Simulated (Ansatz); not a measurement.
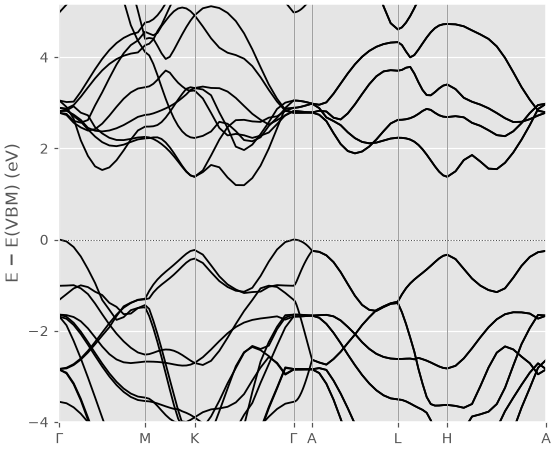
Fig. 1. Band structure from r²SCAN+D4 in the plane-wave PAW code Ansatz

Task: Read off the gap and where the band edges lie.

Result: About 1.2 eV (1.17 eV by a search for the band edges); maximum at Γ, minimum on the K–Γ line, 46 % of the way from K.

The material is WSe$_{2}$ in space group P6_3/mmc (No. 194; W on 2d, Se on 4f).

Symmetry was held in the r²SCAN+D4 relaxation; of distortions, only those at the zone centre were tested. No spin polarisation was allowed. Scalar-relativistic: spin–orbit coupling is off unless named, which matters more the heavier the elements.

Potentials: the later of the program's two PAW sets.
